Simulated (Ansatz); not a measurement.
Profile along the Ga–O line in ZnInGaO4 (InGaZnO4 type, space group R3m)

ZnInGaO$_{4}$ (InGaZnO4 type, space group R3m)

```cif
data_Ga3In3O12Zn3
_chemical_formula_sum 'In3 Ga3 Zn3 O12'
_space_group_name_H-M_alt 'R3m :H'
_space_group_IT_number 160
_space_group_name_Hall 'R 3 -2"'
_cell_length_a 3.31502
_cell_length_b 3.31502
_cell_length_c 25.75430
_cell_angle_alpha 90.000
_cell_angle_beta 90.000
_cell_angle_gamma 120.000
loop_
_atom_site_label
_atom_site_type_symbol
_atom_site_symmetry_multiplicity
_atom_site_Wyckoff_symbol
_atom_site_fract_x
_atom_site_fract_y
_atom_site_fract_z
_atom_site_occupancy
In1 In 3 a 0.00000 0.00000 0.00295 1
Ga1 Ga 3 a 0.00000 0.00000 0.78713 1
Zn1 Zn 3 a 0.00000 0.00000 0.21869 1
O1 O 3 a 0.00000 0.00000 0.86372 1
O2 O 3 a 0.00000 0.00000 0.12116 1
O3 O 3 a 0.00000 0.00000 0.71124 1
O4 O 3 a 0.00000 0.00000 0.29511 1
```
(The calculation used a cell of 7 atoms; values per cell refer to that cell.)

Fields along a shortest Ga–O line of a (0001) plane (1.91 Å), from Ga to O, interpolated on the slice's grid (step about 0.3 Å). All values below come from PBEsol (plane waves to 420 eV, PAW, scalar-relativistic; Ansatz, a program for electronic structure). k mesh 12×12×12. Near the nuclei the fields are pseudised (PAW); where an atom keeps semicore shells as valence, they peak there. The PAW data are Ansatz's earlier set. ZnInGaO4 was relaxed with its symmetry unable to fall.

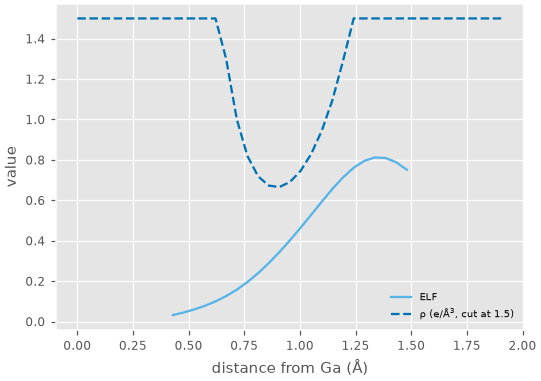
Figure: ELF (away from the nuclei) and valence density from Ga to O.

Density on the Ga–O line (1.91 Å) at its density minimum, 0.9 Å from Ga: 0.67 e/Å³. ELF at that point: 0.3. Element round which the density of the highest valence band (whole band, smooth part) is largest on this plane: O.
